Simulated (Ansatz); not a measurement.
CH₅Al: nudged elastic band

CH₅Al, computed with RKS PBE0-D4/6-31G* (Ansatz 0.2.0).

It belongs to a series of runs on one base structure; here: band between the two ends.

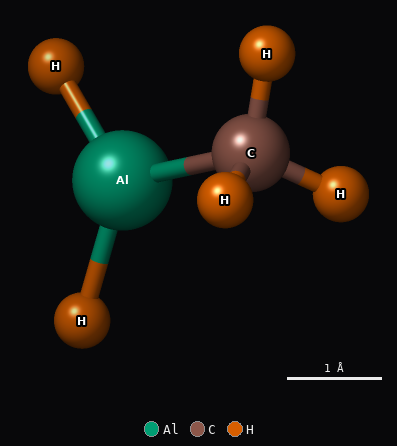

Fig. 1: The structure as given in the input (ball-and-stick view, seen at a tilt). Sticks mark near contacts. Bond lengths as drawn: Al–C 1.96 Å, Al–H 1.60 Å and C–H 1.10 Å.

The input:
```yaml
crystal:
  periodic: [false, false, false]
  atoms:
    - { symbol: Al, position_ang: [0.565152, 0.029492, -0.00081] }
    - { symbol: C, position_ang: [1.086326, -0.032048, 1.887383] }
    - { symbol: H, position_ang: [0.24562, -0.212864, 2.565348] }
    - { symbol: H, position_ang: [1.834994, -0.816192, 2.061713] }
    - { symbol: H, position_ang: [1.561781, 0.911359, 2.189991] }
    - { symbol: H, position_ang: [1.686968, 0.207788, -1.126473] }
    - { symbol: H, position_ang: [-0.961039, -0.087534, -0.461152] }
basis:
  gaussian: { orbitals: "6-31G*" }
hamiltonian:
  xc: pbe0
  dispersion: d4
neb:
  order_check: false
  images: 7
  f_tol: 0.03
  max_iterations: 60
  final_atoms:
    - { symbol: Al, position_ang: [-0.47543359, 0.92853501, -0.80925951] }
    - { symbol: C, position_ang: [1.58438025, -0.13931243, 1.59115202] }
    - { symbol: H, position_ang: [0.57436928, -0.52803484, 1.42008225] }
    - { symbol: H, position_ang: [2.01989592, -0.67733995, 2.43727674] }
    - { symbol: H, position_ang: [1.54701214, 0.92782924, 1.82608425] }
    - { symbol: H, position_ang: [2.20873329, -0.29550418, 0.70739235] }
    - { symbol: H, position_ang: [-1.43915529, -0.21617184, -0.05672809] }
  initial_path:
    images:
      - { positions_ang: [[0.565152, 0.029492, -0.00081], [1.086326, -0.032048, 1.887383], [0.24562, -0.212864, 2.565348], [1.834994, -0.816192, 2.061713], [1.561781, 0.911359, 2.189991], [1.686968, 0.207788, -1.126473], [-0.961039, -0.087534, -0.461152]] }
      - { positions_ang: [[0.42681709, 0.02708666, -0.00302837], [1.16406774, -0.02716649, 1.83057088], [0.28173317, -0.23814214, 2.4280346], [1.91437364, -0.79613272, 2.05433431], [1.5804859, 0.93385571, 2.15336421], [1.7056124, 0.1554036, -0.80016404], [-1.05328793, -0.05490361, -0.54711159]] }
      - { positions_ang: [[0.28848217, 0.02468132, -0.00524675], [1.24180948, -0.02228498, 1.77375877], [0.31784633, -0.26342029, 2.2907212], [1.99375329, -0.77607343, 2.04695563], [1.59919081, 0.95635242, 2.11673742], [1.72425679, 0.10301919, -0.47385508], [-1.14553687, -0.02227322, -0.63307119]] }
      - { positions_ang: [[0.15014726, 0.02227597, -0.00746512], [1.31955123, -0.01740348, 1.71694665], [0.3539595, -0.28869843, 2.1534078], [2.07313293, -0.75601415, 2.03957694], [1.61789571, 0.97884912, 2.08011063], [1.74290119, 0.05063479, -0.14754612], [-1.2377858, 0.01035716, -0.71903078]] }
      - { positions_ang: [[0.01181234, 0.01987063, -0.0096835], [1.39729297, -0.01252197, 1.66013453], [0.39007266, -0.31397657, 2.0160944], [2.15251257, -0.73595486, 2.03219826], [1.63660061, 1.00134583, 2.04348384], [1.76154558, -0.00174961, 0.17876284], [-1.33003474, 0.04298755, -0.80499037]] }
      - { positions_ang: [[-0.10999914, 0.24703673, -0.2095775], [1.44406479, -0.04421958, 1.6428889], [0.43614682, -0.36749114, 1.86709136], [2.11935841, -0.72130113, 2.13346788], [1.61420349, 0.98296668, 1.98913394], [1.87334251, -0.07518826, 0.31092022], [-1.35731487, -0.0218023, -0.6179248]] }
      - { positions_ang: [[-0.23181062, 0.47420282, -0.40947151], [1.49083661, -0.0759172, 1.62564328], [0.48222097, -0.42100571, 1.71808832], [2.08620425, -0.70664741, 2.2347375], [1.59180637, 0.96458753, 1.93478404], [1.98513943, -0.1486269, 0.4430776], [-1.38459501, -0.08659215, -0.43085923]] }
      - { positions_ang: [[-0.35362211, 0.70136892, -0.60936551], [1.53760843, -0.10761481, 1.60839765], [0.52829513, -0.47452028, 1.56908528], [2.05305009, -0.69199368, 2.33600712], [1.56940926, 0.94620838, 1.88043415], [2.09693636, -0.22206554, 0.57523497], [-1.41187515, -0.15138199, -0.24379366]] }
      - { positions_ang: [[-0.47543359, 0.92853501, -0.80925951], [1.58438025, -0.13931243, 1.59115202], [0.57436928, -0.52803484, 1.42008225], [2.01989592, -0.67733995, 2.43727674], [1.54701214, 0.92782924, 1.82608425], [2.20873329, -0.29550418, 0.70739235], [-1.43915529, -0.21617184, -0.05672809]] }
```

Run on 1 thread of Intel Xeon (Sapphire Rapids), 64 GiB of memory available, shared host.

Command:
```bash
ansatz run input.yaml --threads 1 --pin off --max-ram 2048MiB --backend cpu --events-out ev --progress --plain --runs-dir out
```

What the program printed:
```
Engine: ansatz 0.2.0, x86_64-unknown-linux-gnu
Functional definition: PBE0
  parameter a = 0.25
  parameter kappa = 0.804
  parameter beta = 0.06672455060314922
  exchange = (1 - a)*pbe_x(kappa = kappa, mu = beta*pi^2/3) + a*exact_x
  correlation = pbe_c(beta = beta)
504 factors; integrals over basis functions are off by at most 6.1e-4 eV
mean field evaluation 1: about -7705.9551 eV, gradient 4.1e1 eV
mean field evaluation 2: about -7704.4668 eV, gradient 4.5e1 eV
mean field evaluation 4: about -7709.9001 eV, gradient 2.7e-1 eV
mean field evaluation 8: about -7709.8979 eV, gradient 9.2e-3 eV
mean field -7709.89790903 eV, -283.3335222002 hartree, gradient 1.4e-5 eV, S^2 0.000000; 0 other end points of the search recorded, 0 dependent functions left out
the calculation of the forces begins
reference -7709.89793824 eV, -283.3335232737 hartree; 12, 12 occupied and 32, 32 virtual orbitals, 504 factors
504 factors; integrals over basis functions are off by at most 4.5e-4 eV
mean field evaluation 16: about -7708.9177 eV, gradient 1.4e0 eV
mean field -7708.91997128 eV, -283.2975836508 hartree, gradient 1.3e-5 eV, S^2 0.000000; 0 other end points of the search recorded, 0 dependent functions left out
[... from here on the field's lines of each further geometry are left out, up to the last ...]
NEB iter   1: max|band force component| = 8.282e0 eV/Å  barrier→ = 5.3890 eV  barrier← = 4.4221 eV  Δτ_max = 0.2000 Å  (259 SCF iters)
NEB iter   2: max|band force component| = 3.577e0 eV/Å  barrier→ = 4.0687 eV  barrier← = 3.1018 eV  Δτ_max = 0.1931 Å  (182 SCF iters)
NEB iter   3: max|band force component| = 1.459e0 eV/Å  barrier→ = 3.4933 eV  barrier← = 2.5263 eV  Δτ_max = 0.2000 Å  (169 SCF iters)
NEB iter   4: max|band force component| = 1.175e0 eV/Å  barrier→ = 3.3323 eV  barrier← = 2.3653 eV  Δτ_max = 0.2000 Å  (169 SCF iters)
NEB iter   5: max|band force component| = 1.424e0 eV/Å  barrier→ = 3.0360 eV  barrier← = 2.0690 eV  Δτ_max = 0.1007 Å  (168 SCF iters)
NEB iter   6: max|band force component| = 7.797e-1 eV/Å  barrier→ = 2.7938 eV  barrier← = 1.8269 eV  Δτ_max = 0.1004 Å  (160 SCF iters)
NEB iter   7: max|band force component| = 1.807e0 eV/Å  barrier→ = 2.8818 eV  barrier← = 1.9148 eV  CI = image 4  Δτ_max = 0.1030 Å  (161 SCF iters)
NEB iter   8: max|band force component| = 7.409e-1 eV/Å  barrier→ = 3.1392 eV  barrier← = 2.1722 eV  CI = image 4  Δτ_max = 0.1860 Å  (159 SCF iters)
NEB iter   9: max|band force component| = 4.006e-1 eV/Å  barrier→ = 3.1450 eV  barrier← = 2.1780 eV  CI = image 4  Δτ_max = 0.0806 Å  (164 SCF iters)
NEB iter  10: max|band force component| = 2.536e-1 eV/Å  barrier→ = 3.1268 eV  barrier← = 2.1599 eV  CI = image 4  Δτ_max = 0.1972 Å  (153 SCF iters)
NEB iter  11: max|band force component| = 3.471e-1 eV/Å  barrier→ = 3.1181 eV  barrier← = 2.1511 eV  CI = image 4  Δτ_max = 0.0873 Å  (168 SCF iters)
NEB iter  12: max|band force component| = 1.805e-1 eV/Å  barrier→ = 3.1150 eV  barrier← = 2.1481 eV  CI = image 4  Δτ_max = 0.0744 Å  (153 SCF iters)
NEB iter  13: max|band force component| = 2.717e-1 eV/Å  barrier→ = 3.1122 eV  barrier← = 2.1452 eV  CI = image 4  Δτ_max = 0.0308 Å  (150 SCF iters)
NEB iter  14: max|band force component| = 1.078e-1 eV/Å  barrier→ = 3.1104 eV  barrier← = 2.1435 eV  CI = image 4  Δτ_max = 0.0348 Å  (148 SCF iters)
NEB iter  15: max|band force component| = 6.216e-2 eV/Å  barrier→ = 3.1101 eV  barrier← = 2.1431 eV  CI = image 4  Δτ_max = 0.0287 Å  (145 SCF iters)
NEB iter  16: max|band force component| = 4.389e-2 eV/Å  barrier→ = 3.1097 eV  barrier← = 2.1428 eV  CI = image 4  Δτ_max = 0.0110 Å  (145 SCF iters)
the calculation of the forces begins
reference -7708.91111013 eV, -283.2972580096 hartree; 12, 12 occupied and 32, 32 virtual orbitals, 505 factors
504 factors; integrals over basis functions are off by at most 4.9e-4 eV
mean field -7706.78493873 eV, -283.2191226519 hartree, gradient 9.6e-6 eV, S^2 0.000000; 1 other end points of the search recorded, 0 dependent functions left out
the calculation of the forces begins
reference -7706.78496375 eV, -283.2191235712 hartree; 12, 12 occupied and 32, 32 virtual orbitals, 504 factors
NEB iter  17: max|band force component| = 2.251e-2 eV/Å  barrier→ = 3.1096 eV  barrier← = 2.1427 eV  CI = image 4  Δτ_max = 0.0000 Å  (282 SCF iters)
```

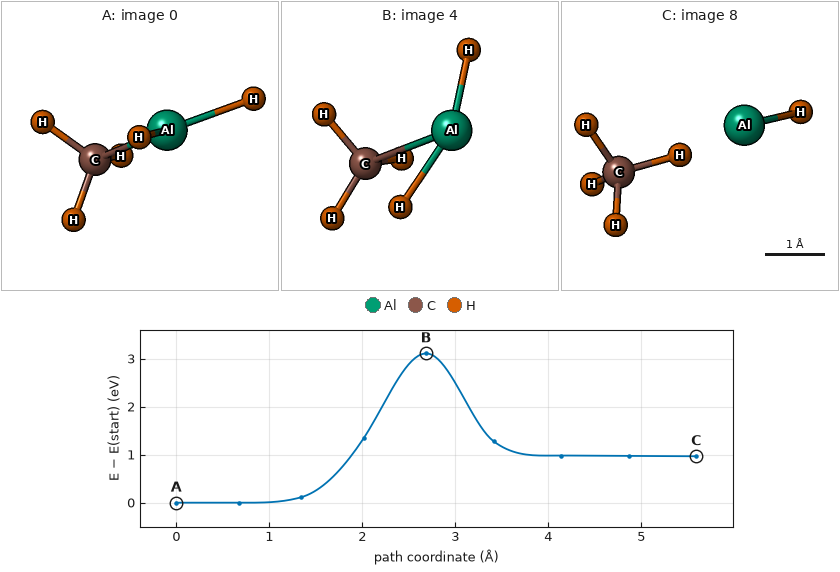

Fig. 2: Images of the last band (counted from 0; ball-and-stick, seen at a tilt) above the energy along the path; the line is a cubic interpolation that uses the forces. The highest image is number 4, 3.110 eV above the start and 2.143 eV above the end (the climbing image); the end lies 0.967 eV above the start. The path is 5.59 Å long. The band converged in 17 iterations.

```
Total energy: -7706.85333388 eV, -283.2216361271 hartree
Atom 0 at     0.423705    -0.041322    -0.515151 Å, force    -0.003014    -0.000267     0.002571 eV/Å
Atom 1 at     1.164110    -0.028401     1.623998 Å, force    -0.005374     0.004008    -0.001563 eV/Å
Atom 2 at     0.417002    -0.658832     2.120679 Å, force     0.001505    -0.001058    -0.000744 eV/Å
Atom 3 at     2.161432    -0.333435     1.950444 Å, force     0.002486    -0.000680     0.003431 eV/Å
Atom 4 at     1.009867     1.024823     1.888722 Å, force    -0.000655     0.000821     0.002930 eV/Å
Atom 5 at     1.835215    -0.447650     0.073734 Å, force     0.005146    -0.003834    -0.005622 eV/Å
Atom 6 at    -0.991529     0.484819    -0.026425 Å, force    -0.000095     0.001010    -0.001003 eV/Å
Dipole moment:    -0.024557     0.028504     0.169709 e Å
this run last wrote the band of iteration 17 to [file]
```

The last band as extended XYZ (Å, eV, eV/Å):
```
7
Properties=species:S:1:pos:R:3:forces:R:3 image=0 energy=-7709.96295
Al    0.5652    0.0295   -0.0008    0.0109   0.0065  -0.0080
C     1.0863   -0.0320    1.8874    0.0008   0.0050   0.0072
H     0.2456   -0.2129    2.5653    0.0024   0.0018  -0.0054
H     1.8350   -0.8162    2.0617   -0.0010   0.0008   0.0028
H     1.5618    0.9114    2.1900   -0.0071  -0.0108  -0.0039
H     1.6870    0.2078   -1.1265   -0.0046  -0.0015   0.0007
H    -0.9610   -0.0875   -0.4612   -0.0014  -0.0018   0.0066
7
Properties=species:S:1:pos:R:3:forces:R:3 image=1 energy=-7709.96291
Al    0.5822    0.0073   -0.0062   -0.0004   0.0036   0.0004
C     1.0963   -0.0300    1.8847   -0.0011  -0.0008  -0.0022
H     0.3129   -0.4583    2.5206    0.0004  -0.0001   0.0007
H     2.0239   -0.5870    2.0576    0.0006  -0.0004   0.0009
H     1.2695    0.9927    2.2495    0.0000   0.0000   0.0000
H     1.6810   -0.1309   -1.1590    0.0002  -0.0012   0.0000
H    -0.9460    0.2063   -0.4314    0.0003  -0.0011   0.0001
7
Properties=species:S:1:pos:R:3:forces:R:3 image=2 energy=-7709.84882
Al    0.5568   -0.0081   -0.0221    0.0882  -0.0150   0.1572
C     1.0836    0.0083    1.8336   -0.0308   0.0038   0.1680
H     0.4350   -0.6504    2.4213    0.0068   0.0388   0.2051
H     2.1206   -0.3225    1.9479   -0.0174   0.0201   0.0944
H     0.9883    1.0205    2.2413    0.0012   0.0179   0.2182
H     1.7769   -0.4713   -0.9226   -0.1590  -0.0042  -0.5654
H    -0.9414    0.4235   -0.3833    0.1109  -0.0614  -0.2774
7
Properties=species:S:1:pos:R:3:forces:R:3 image=3 energy=-7708.61855
Al    0.4977   -0.0204   -0.1610    0.3835   0.0438   1.6774
C     1.0894    0.0014    1.6937   -0.3619   0.1425   0.3656
H     0.4131   -0.6544    2.2467   -0.1157   0.1415   0.6257
H     2.1242   -0.3111    1.8945   -0.2401   0.0469  -0.2175
H     0.9686    1.0341    2.0320   -0.1268   0.0900   0.6207
H     1.9441   -0.4963   -0.4044    0.5071  -0.3905  -2.2285
H    -1.0173    0.4467   -0.1856   -0.0461  -0.0742  -0.8433
7
Properties=species:S:1:pos:R:3:forces:R:3 image=4 energy=-7706.85331
Al    0.4237   -0.0413   -0.5152   -0.0030  -0.0003   0.0026
C     1.1641   -0.0284    1.6240   -0.0054   0.0040  -0.0016
H     0.4170   -0.6588    2.1207    0.0015  -0.0011  -0.0007
H     2.1614   -0.3334    1.9504    0.0025  -0.0007   0.0034
H     1.0099    1.0248    1.8887   -0.0007   0.0008   0.0029
H     1.8352   -0.4476    0.0737    0.0051  -0.0038  -0.0056
H    -0.9915    0.4848   -0.0264   -0.0001   0.0010  -0.0010
7
Properties=species:S:1:pos:R:3:forces:R:3 image=5 energy=-7708.68482
Al    0.2471    0.0584   -0.8842   -0.4000   0.0615  -0.9312
C     1.3235   -0.1031    1.5812    0.3759  -0.1271  -0.0770
H     0.5140   -0.7472    1.9474    0.1771  -0.0422  -0.3533
H     2.2527   -0.3656    2.0783    0.1859  -0.0217   0.3943
H     1.0588    0.9356    1.8144    0.1497  -0.1042  -0.3186
H     1.6383   -0.2847    0.4938   -0.4857   0.2208   1.1226
H    -1.0146    0.5066    0.0851   -0.0029   0.0130   0.1632
7
Properties=species:S:1:pos:R:3:forces:R:3 image=6 energy=-7708.98024
Al   -0.1789    0.3475   -1.2360   -0.0103   0.0025  -0.0102
C     1.4845   -0.1680    1.6631    0.0025  -0.0023   0.0064
H     0.6917   -0.8931    1.8598    0.0032  -0.0005  -0.0012
H     2.3621   -0.4059    2.2689    0.0022  -0.0003   0.0063
H     1.1258    0.8337    1.9105    0.0031  -0.0006  -0.0012
H     1.7797   -0.2108    0.6070    0.0040  -0.0004   0.0039
H    -1.2452    0.4966    0.0427   -0.0048   0.0016  -0.0040
7
Properties=species:S:1:pos:R:3:forces:R:3 image=7 energy=-7708.98614
Al   -0.3438    0.6936   -1.0705   -0.0021   0.0042   0.0021
C     1.5611   -0.1652    1.6246    0.0008  -0.0050  -0.0025
H     0.6509   -0.7697    1.5854   -0.0029   0.0060  -0.0015
H     2.2364   -0.5810    2.3766   -0.0035  -0.0022   0.0033
H     1.3058    0.8616    1.9007    0.0040   0.0033  -0.0033
H     2.0687   -0.1721    0.6552    0.0080   0.0003   0.0025
H    -1.4592    0.1330    0.0439   -0.0044  -0.0065  -0.0005
7
Properties=species:S:1:pos:R:3:forces:R:3 image=8 energy=-7708.99601
Al   -0.4754    0.9285   -0.8093    0.0023   0.0043  -0.0023
C     1.5844   -0.1393    1.5912   -0.0003   0.0003   0.0000
H     0.5744   -0.5280    1.4201   -0.0003   0.0002   0.0002
H     2.0199   -0.6773    2.4373    0.0008  -0.0001   0.0007
H     1.5470    0.9278    1.8261   -0.0001  -0.0002  -0.0005
H     2.2087   -0.2955    0.7074   -0.0004  -0.0007  -0.0001
H    -1.4392   -0.2162   -0.0567   -0.0020  -0.0039   0.0020
```

Key numbers:

| quantity | value |
| --- | --- |
| outcome | converged |
| barrier, forward | 3.110 eV |
| barrier, backward | 2.143 eV |
| wall time | 1.8 min |
| peak memory | 0.11 GiB |

Remarks:

The order of the saddle point was not checked.
